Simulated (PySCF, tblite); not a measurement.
# C₆H₈BFS: geometry, infrared bands and NMR shifts

Aim: predict the infrared bands and NMR shifts of C₆H₈BFS (`C#C[C@](C)(F)SBC=C`).

Computed with tblite 0.8.0 and PySCF 2.14.0, with density-fitted response routines of our own, on a single molecule in the gas phase. Atoms count from 0, in the outputs and in this text.

### Step 1. The starting structure

17 atoms, charge 0, multiplicity 1; geometry from: force field or distance geometry start.

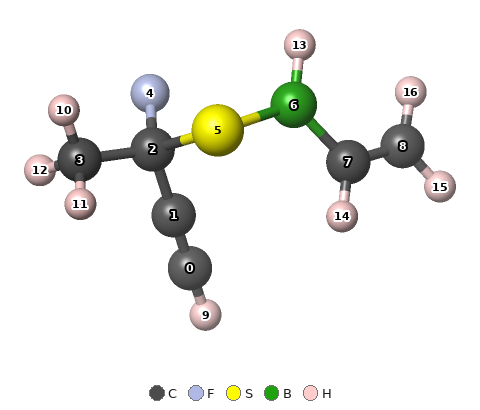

The starting geometry (carbon dark grey, fluorine light blue, sulfur yellow, boron green, hydrogen pink), atoms numbered; sticks join atoms by distance.

### Step 2. Relaxing the molecule with GFN2-xTB

Job settings and geometry (Å):

```
{"job": {"kind": "relax", "xc": "GFN2-xTB", "basis": "xTB"}, "charge": 0, "multiplicity": 1}
C      0.684000    -1.454100    -1.693300
C      0.984400    -0.551000    -0.958400
C      1.379700     0.532600    -0.036600
C      2.576300     1.285000    -0.619100
F      1.715500     0.004500     1.199200
S     -0.027300     1.711400     0.145800
B     -1.154300     0.572800     1.141000
C     -2.190600    -0.335400     0.412300
C     -2.998000    -1.165600     1.083300
H      0.394700    -2.238300    -2.340400
H      2.874400     2.095300     0.074900
H      2.331500     1.712600    -1.601500
H      3.433400     0.585600    -0.713400
H     -1.069200     0.553700     2.321100
H     -2.260300    -0.290200    -0.672800
H     -3.716300    -1.781500     0.557800
H     -2.965000    -1.225300     2.169300
```

The run is started by

```bash
$ OMP_NUM_THREADS=1 python probes_run.py task.json out
```

One launch serves the whole session: the jobs run in the order shown.

The program printed:

```text
step      E/eV     max force
  0    -707.97188    1.028
  1    -708.01553    0.453
  2    -708.03819    0.302
  3    -708.03964    0.814
  4    -708.04306    0.226
  5    -708.04415    0.148
  6    -708.04481    0.076
  7    -708.04569    0.085
  8    -708.04624    0.089
  9    -708.04684    0.079
 10    -708.04724    0.047
 11    -708.04758    0.043
 12    -708.04792    0.052
 13    -708.04829    0.062
 14    -708.04863    0.045
 15    -708.04895    0.050
 16    -708.04926    0.052
 17    -708.04962    0.065
 18    -708.04995    0.055
 19    -708.05020    0.037
 20    -708.05040    0.047
 21    -708.05063    0.050
 22    -708.05093    0.067
 23    -708.05128    0.057
 24    -708.05165    0.060
 25    -708.05215    0.083
 26    -708.05315    0.100
 27    -708.05507    0.189
 28    -708.05788    0.230
 29    -708.06494    0.230
 30    -708.07128    0.206
 31    -708.07641    0.300
 32    -708.08139    0.282
 33    -708.08663    0.175
 34    -708.09643    0.246
 35    -708.09978    0.162
 36    -708.10678    0.191
 37    -708.11433    0.216
 38    -708.12629    0.231
 39    -708.13744    0.379
 40    -708.14211    0.237
 41    -708.15155    0.225
 42    -708.15946    0.217
 43    -708.17141    0.236
 44    -708.18298    0.264
 45    -708.20362    0.453
 46    -708.22738    0.418
 47    -708.26741    0.474
 48    -708.29113    0.451
 49    -708.29776    0.680
 50    -708.32340    0.315
 51    -708.33878    0.286
 52    -708.36901    0.360
 53    -708.38029    0.291
 54    -708.39434    0.243
 55    -708.39937    0.408
 56    -708.40971    0.427
 57    -708.42061    0.273
 58    -708.43493    0.258
 59    -708.45061    0.296
 60    -708.46212    0.346
 61    -708.47528    0.424
 62    -708.49452    0.414
 63    -708.52367    0.392
 64    -708.54345    0.349
 65    -708.55450    0.481
 66    -708.57158    0.420
 67    -708.57949    0.364
 68    -708.58825    0.323
 69    -708.59474    0.289
 70    -708.60358    0.353
 71    -708.60988    0.211
 72    -708.61561    0.326
 73    -708.61946    0.182
 74    -708.62181    0.243
 75    -708.62500    0.111
 76    -708.62751    0.143
 77    -708.62979    0.165
 78    -708.63172    0.145
 79    -708.63325    0.073
 80    -708.63392    0.050
 81    -708.63423    0.049
 82    -708.63464    0.056
 83    -708.63541    0.079
 84    -708.63643    0.072
 85    -708.63748    0.081
 86    -708.63849    0.081
 87    -708.63962    0.087
 88    -708.64103    0.091
 89    -708.64246    0.078
 90    -708.64361    0.069
 91    -708.64446    0.093
 92    -708.64527    0.083
 93    -708.64605    0.084
 94    -708.64666    0.060
 95    -708.64700    0.043
 96    -708.64721    0.032
 97    -708.64738    0.031
 98    -708.64753    0.034
 99    -708.64766    0.033
100    -708.64778    0.028
101    -708.64792    0.025
102    -708.64809    0.035
103    -708.64829    0.048
104    -708.64852    0.049
105    -708.64878    0.038
106    -708.64902    0.030
107    -708.64919    0.024
108    -708.64929    0.022
109    -708.64936    0.019
110    -708.64943    0.018
111    -708.64950    0.021
112    -708.64958    0.020
113    -708.64964    0.021
114    -708.64970    0.018
115    -708.64975    0.018
116    -708.64980    0.014
117    -708.64986    0.016
118    -708.64993    0.021
119    -708.65002    0.021
120    -708.65009    0.017
121    -708.65013    0.015
122    -708.65017    0.015
123    -708.65020    0.015
124    -708.65025    0.016
125    -708.65030    0.020
126    -708.65038    0.024
127    -708.65048    0.022
128    -708.65059    0.028
129    -708.65069    0.029
130    -708.65080    0.029
131    -708.65094    0.026
132    -708.65110    0.031
133    -708.65125    0.031
134    -708.65138    0.031
135    -708.65151    0.036
136    -708.65166    0.030
137    -708.65181    0.022
138    -708.65191    0.022
139    -708.65199    0.020
140    -708.65206    0.025
141    -708.65216    0.021
142    -708.65230    0.025
143    -708.65243    0.026
144    -708.65253    0.026
145    -708.65259    0.019
146    -708.65264    0.015
147    -708.65268    0.016
148    -708.65272    0.016
149    -708.65275    0.013
150    -708.65279    0.017
151    -708.65283    0.016
152    -708.65286    0.015
153    -708.65289    0.015
154    -708.65291    0.013
155    -708.65292    0.010
```

It took 4.5 s on 1 thread of Intel Xeon at 2.50GHz, shared host; peak memory 0.18 GiB.

Along the way: (not every step is listed)

```csv
step,energy from step 0 (eV),largest force (eV/Å)
0,0.0000,1.0282
1,-0.0436,0.4531
2,-0.0663,0.3016
3,-0.0678,0.8136
4,-0.0712,0.2259
5,-0.0723,0.1476
6,-0.0729,0.0757
7,-0.0738,0.0855
8,-0.0744,0.0889
22,-0.0790,0.0666
36,-0.1349,0.1911
50,-0.3515,0.3152
64,-0.5716,0.3492
78,-0.6598,0.1446
92,-0.6734,0.0835
106,-0.6771,0.0299
120,-0.6782,0.0170
134,-0.6795,0.0314
148,-0.6808,0.0157
150,-0.6809,0.0171
151,-0.6809,0.0160
152,-0.6810,0.0146
153,-0.6810,0.0151
154,-0.6810,0.0129
155,-0.6810,0.0097
```

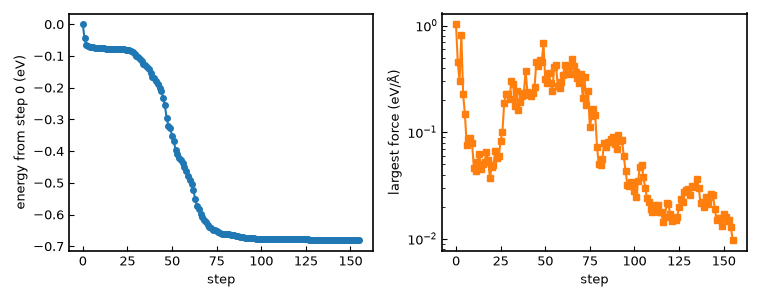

Energy and largest force along the relaxation.

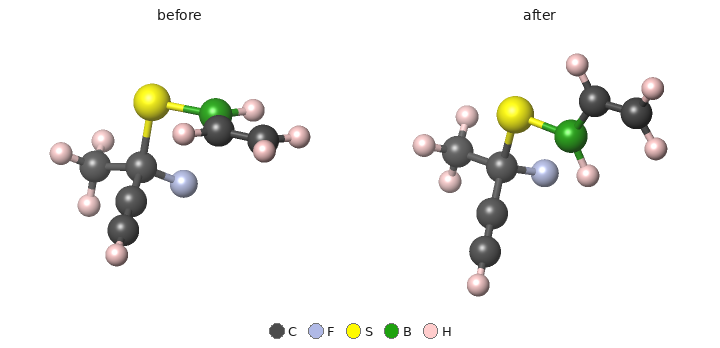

The geometry before (left) and after (right).

Close pairs (by a distance rule), those that changed most:

```
  bond  before (Å)  after (Å)  change (Å)
 S5–B6       1.886      1.769      -0.117
 C1–C2       1.477      1.446      -0.030
 C2–S5       1.845      1.873      +0.028
C3–H12       1.110      1.089      -0.021
C3–H10       1.108      1.087      -0.020
B6–H13       1.183      1.168      -0.015
 B6–C7       1.559      1.544      -0.015
C3–H11       1.099      1.086      -0.013
```

The end geometry stands in the next job.

### Step 3. Infrared spectrum with GFN2-xTB

Job settings and geometry (Å):

```
{"job": {"kind": "ir", "xc": "GFN2-xTB", "basis": "xTB"}, "charge": 0, "multiplicity": 1}
C      1.641073    -1.790356    -1.492862
C      1.612327    -0.763546    -0.877578
C      1.538546     0.463203    -0.115193
C      2.500907     1.523298    -0.623995
F      1.815713     0.204188     1.213816
S     -0.208184     1.132293    -0.206049
B     -1.159861    -0.145770     0.562965
C     -2.680818     0.073550     0.712613
C     -3.502874    -0.816301     1.268765
H      1.683869    -2.682141    -2.044095
H      2.400618     2.419761    -0.016856
H      2.268314     1.761256    -1.657933
H      3.522564     1.153159    -0.555249
H     -0.620907    -1.114169     0.933148
H     -3.119632     0.998714     0.350817
H     -4.564555    -0.649370     1.367796
H     -3.134097    -1.755740     1.649002
```

The program printed:

```text
mode    cm-1     km/mol
  1      39.9      1.47
  2      82.4      0.33
  3      93.2      0.65
  4     109.9      0.55
  5     145.4      0.03
  6     154.5      1.17
  7     193.9      0.01
  8     231.1      3.23
  9     265.6      0.76
 10     331.2      6.87
 11     368.3      1.60
 12     373.4      2.60
 13     445.0      0.10
 14     502.3      0.55
 15     503.9      5.98
 16     582.0      1.95
 17     671.1     32.97
 18     680.5     10.47
 19     708.1     78.24
 20     798.8     25.98
 21     821.9     49.72
 22     924.4      7.51
 23     927.6     17.69
 24     929.4     24.88
 25    1037.7     11.31
 26    1068.1    123.26
 27    1075.6     38.29
 28    1083.4     90.90
 29    1099.9     57.27
 30    1185.6     34.76
 31    1301.8      7.08
 32    1387.8     17.44
 33    1411.4      7.04
 34    1459.6      4.14
 35    1465.2      6.79
 36    1639.8     46.78
 37    2273.4      1.09
 38    2660.2     67.70
 39    3021.9     34.17
 40    3029.5     12.77
 41    3048.8      7.71
 42    3060.8      8.74
 43    3080.0     29.72
 44    3106.2     43.05
 45    3393.8     10.30
```

It took 2.4 s on 1 thread of Intel Xeon at 2.50GHz, shared host; peak memory 0.18 GiB.

The strongest bands and the atoms that carry them (share of the mass-weighted mode):

```csv
cm⁻¹,km/mol,atoms
708,78.2,"H13 51 %, B6 32 %"
822,49.7,"C2 29 %, F4 17 %, C3 13 %"
1068,123.3,"H13 36 %, B6 14 %, H15 11 %"
1083,90.9,"B6 38 %, H14 15 %, C7 12 %, C2 10 %"
1100,57.3,"C2 46 %, H11 14 %, C3 13 %"
1640,46.8,"C7 46 %, C8 44 %"
2660,67.7,H13 92 %
3106,43.0,"H16 69 %, H15 21 %"
```

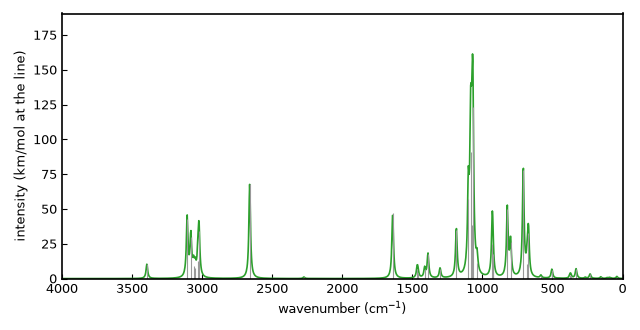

The infrared spectrum from these modes, unscaled. Lines are broadened to a width of 14 cm⁻¹ (Lorentzian).

### Step 4. NMR shieldings: PBE0/pcSseg-1

Same as in step 3 but for these lines:

```diff
@@ -1,2 +1,2 @@
-{"job": {"kind": "ir", "xc": "GFN2-xTB", "basis": "xTB"}, "charge": 0, "multiplicity": 1}
+{"job": {"kind": "nmr", "xc": "PBE0", "basis": "pcSseg-1"}, "charge": 0, "multiplicity": 1}
 C      1.641073    -1.790356    -1.492862
```

Level: GIAO PBE0/pcSseg-1 NMR shielding, non-relativistic, gas phase.

The program printed:

```text
coarse grid: 15272 points
cycle   1  E = -755.4866882366  dE =  1.116e+00  |g| = 6.669e-01  |ddm| = 3.849e+00
cycle   2  E = -755.4076017646  dE =  7.909e-02  |g| = 9.546e-01  |ddm| = 1.339e+00
cycle   3  E = -755.5760577887  dE = -1.685e-01  |g| = 1.624e-01  |ddm| = 8.213e-01
cycle   4  E = -755.5812941777  dE = -5.236e-03  |g| = 7.591e-02  |ddm| = 1.783e-01
cycle   5  E = -755.5825499721  dE = -1.256e-03  |g| = 2.597e-02  |ddm| = 6.057e-02
cycle   6  E = -755.5826945095  dE = -1.445e-04  |g| = 5.070e-03  |ddm| = 2.310e-02
cycle   7  E = -755.5827005826  dE = -6.073e-06  |g| = 1.810e-03  |ddm| = 6.661e-03
final grid: 144784 points
cycle   8  E = -755.6463910172  dE = -4.316e-05  |g| = 9.932e-03  |ddm| = 5.116e-02
cycle   9  E = -755.6463715522  dE =  1.947e-05  |g| = 1.333e-02  |ddm| = 2.106e-02
cycle  10  E = -755.6464156214  dE = -4.407e-05  |g| = 1.592e-03  |ddm| = 1.301e-02
cycle  11  E = -755.6464162183  dE = -5.970e-07  |g| = 4.864e-04  |ddm| = 1.636e-03
cycle  12  E = -755.6464162710  dE = -5.266e-08  |g| = 1.966e-04  |ddm| = 5.054e-04
cycle  13  E = -755.6464162793  dE = -8.335e-09  |g| = 7.654e-05  |ddm| = 1.884e-04
cycle  14  E = -755.6464162807  dE = -1.343e-09  |g| = 1.915e-05  |ddm| = 6.646e-05
cycle  15  E = -755.6464162808  dE = -8.595e-11  |g| = 4.136e-06  |ddm| = 1.823e-05
converged SCF energy = -755.6464162808

GIAO shielding tensors (ppm)
atom      isotropic    diamagn.    paramagn.     s11        s22        s33       span
  0 C      100.578     257.804    -157.226     37.127     50.760    213.847    176.720
  1 C       98.917     266.386    -167.470    -11.689      5.436    303.003    314.692
  2 C       87.736     237.357    -149.621     57.300     80.942    124.965     67.665
  3 C      154.729     248.017     -93.288    137.816    142.888    183.482     45.666
  4 F      305.322     476.896    -171.574    245.395    318.996    351.575    106.180
  5 S      218.390    1059.599    -841.209     11.255    289.191    354.724    343.469
  6 B       39.389     194.654    -155.265    -18.903     20.614    116.455    135.358
  7 C       39.619     259.213    -219.595    -84.247     24.533    178.571    262.819
  8 C       33.364     252.089    -218.724    -84.968     26.757    158.304    243.272
  9 H       29.211      34.440      -5.229     24.751     25.170     37.710     12.959
 10 H       29.590      29.375       0.214     25.711     27.945     35.113      9.401
 11 H       29.889      28.622       1.267     26.511     28.010     35.144      8.633
 12 H       29.511      27.390       2.121     25.563     27.589     35.381      9.818
 13 H       24.176      32.607      -8.431     18.212     24.663     29.654     11.442
 14 H       24.722      31.148      -6.427     20.776     23.838     29.550      8.774
 15 H       24.906      26.915      -2.010     22.080     24.570     28.067      5.987
 16 H       25.102      31.286      -6.184     21.471     24.751     29.083      7.612
```

It took 3 min on 1 thread of Intel Xeon at 2.50GHz, shared host; peak memory 0.88 GiB.

Shifts follow as δ = σ(reference) − σ, with reference shieldings (ppm) from runs at the same level and on the same kind of geometry: 1H TMS 31.72, 13C TMS 186.9, 19F CFCl3 170.9, 11B BF3·OEt2 100.1, 33S CS2 504. The references are single molecules in the gas phase, so shifts against H2O, NH3, PH3, H3PO4 or CFCl3 are not on the usual liquid scales and can be off by tens of ppm. Atoms listed in one row are averaged.

```csv
atoms,environment,σ (ppm),δ (ppm),δ scaled to CDCl3
C8,terminal =CH2 carbon,33.4,153.6,148.0
C7,alkene CH,39.6,147.3,141.9
C2,propargylic fully substituted sp3 carbon bonded to F and S,87.7,99.2,90.5
C1,alkyne carbon,98.9,88.0,84.0
C0,terminal alkyne carbon,100.6,86.3,82.4
C3,methyl carbon,154.7,32.2,29.5
H13,"hydrogen on a boron bonded to C, S",24.18,7.54,–
H14,hydrogen on an alkene CH,24.72,7.00,6.70
H15,hydrogen on a terminal =CH2 carbon,24.91,6.81,6.53
H16,hydrogen on a terminal =CH2 carbon,25.10,6.62,6.34
H9,hydrogen on a terminal alkyne carbon,29.21,2.51,2.47
"H10, H11, H12",hydrogen on a methyl carbon,29.66,2.05,2.04
F4,fluorine on an sp3 carbon,305.3,-134.4,–
S5,"sulfur bonded to C, B",218,285,–
B6,"boron bonded to C, S, H",39.4,60.7,–
```

The scaled column applies a straight-line fit of computed shieldings to shifts measured in CDCl3, with any fitted terms for Cl, Br or S neighbours, and one for carbons that bear F (root-mean-square error 0.16 ppm for H, 1.9 ppm for C).

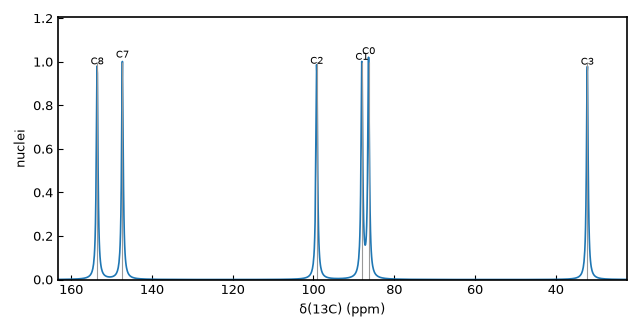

13C lines at the computed shifts, without couplings. Lines are broadened to a width of 0.49 ppm (Lorentzian).

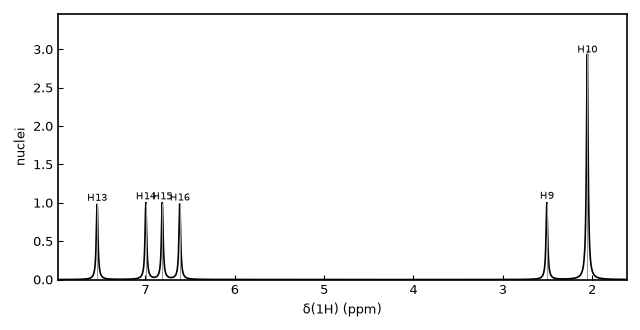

1H lines at the computed shifts, without couplings. Lines are broadened to a width of 0.02 ppm (Lorentzian).

The run also stored atomic charges by several schemes (e):

```
atoms  Mulliken    IAO  Hirshfeld  ESP fit
   C0     -0.33  -0.20      -0.08    -0.35
   C1      0.38  -0.05      -0.05    -0.10
   C2     -0.15   0.24       0.12     0.55
   C3     -0.17  -0.43      -0.13    -0.61
   F4     -0.29  -0.30      -0.09    -0.24
   S5     -0.09   0.12       0.00    -0.29
   B6      0.32  -0.06       0.08     0.28
   C7     -0.42  -0.26      -0.12    -0.25
   C8     -0.14  -0.23      -0.05    -0.32
```

Hirshfeld charges:

C0 -0.08; C1 -0.05; C2 0.12; C3 -0.13; F4 -0.09; S5 0.00; B6 0.08; C7 -0.12; C8 -0.05; H9 0.10; H10 0.05; H11 0.05; H12 0.05; H13 -0.06; H14 0.04; H15 0.05; H16 0.05

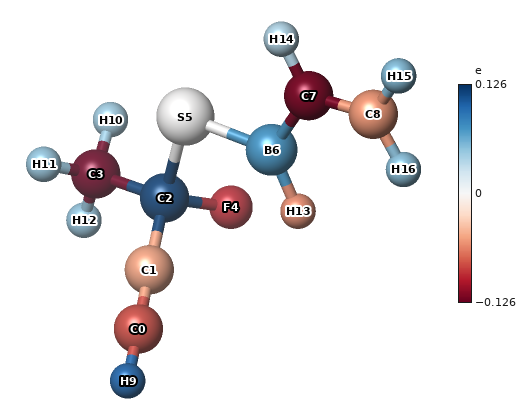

Hirshfeld charges, as colours on the atoms.

Mayer bond orders: C0–C1 2.51, C1–C2 0.82, C2–C3 1.03, C2–F4 0.89, C2–S5 1.02, S5–B6 1.16, B6–C7 1.02, C7–C8 1.94.

Orbitals, density, ELF and potential are computed afterwards from the orbital file.

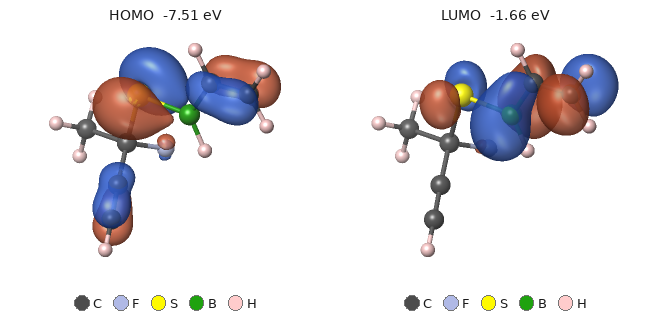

PBE0/pcSseg-1 orbitals near the gap, drawn at the value that encloses 70 % of each; the two colours are the two signs.

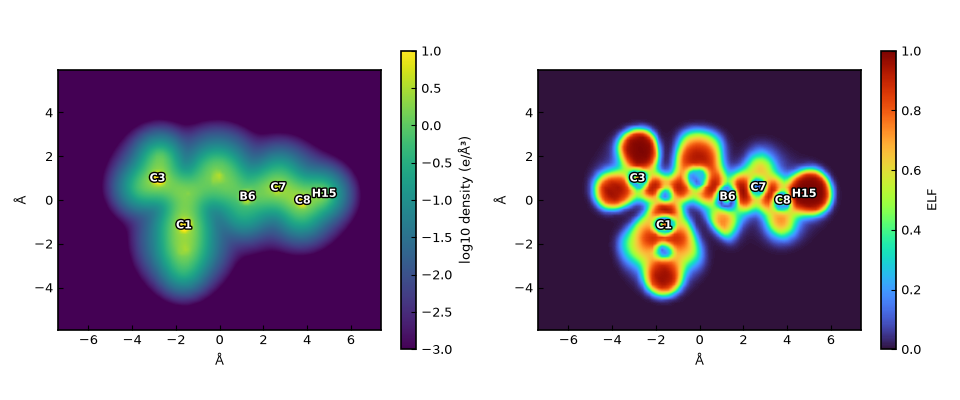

Density (left) and ELF (right) in a plane through or near 6 of the atoms.

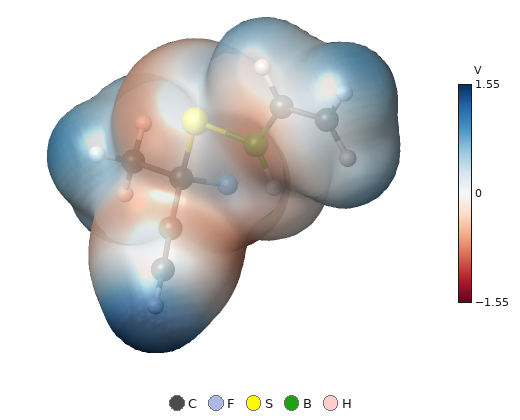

The potential that a unit positive charge feels on the 0.002 e/bohr³ surface, from the 1st to the 99th percentile, from -0.97 V near F4 to 1.55 V near H9.

### Step 5. What came out

```
                                                              quantity                                     value
                             strongest single infrared mode (GFN2-xTB)                     1068 cm⁻¹, 123 km/mol
                                          zero-point energy (GFN2-xTB)                             75.4 kcal/mol
                                13C shifts against TMS (PBE0/pcSseg-1)  153.6, 147.3, 99.2, 88.0, 86.3, 32.2 ppm
1H shifts against TMS (PBE0/pcSseg-1, means over atoms taken as alike)    7.54, 7.00, 6.81, 6.62, 2.51, 2.05 ppm
                              19F shifts against CFCl3 (PBE0/pcSseg-1)                                -134.4 ppm
                                33S shifts against CS2 (PBE0/pcSseg-1)                                   285 ppm
                           11B shifts against BF3·OEt2 (PBE0/pcSseg-1)                                  60.7 ppm
                                 surface potential, 1st and 99th percentile                        -0.97 V and 1.55 V
```

In words: Over 155 steps the energy fell by 0.681 eV; of the close pairs, S5–B6 changed most, 1.886 to 1.769 Å. No mode is imaginary among the 45: a minimum at this level. The strongest single mode, at 1068 cm⁻¹, has its largest shares on H13, B6 and H15 (the list is cut at 3 atoms). GFN2-xTB is a fitted tight-binding method: band positions and strengths are rough. Its intensities can rank the bands wrongly. The most deshielded carbon is C8 (terminal =CH2 carbon), at 153.6 ppm: as expected for a trigonal carbon in a double bond. At PBE0/pcSseg-1: Shielding is most anisotropic at S5 (span 343 ppm, paramagnetic term -841 ppm). By nearest atom (PBE0/pcSseg-1), the HOMO sits on S5 49 %; C8 13 % and the LUMO on B6 33 %; C8 23 %.
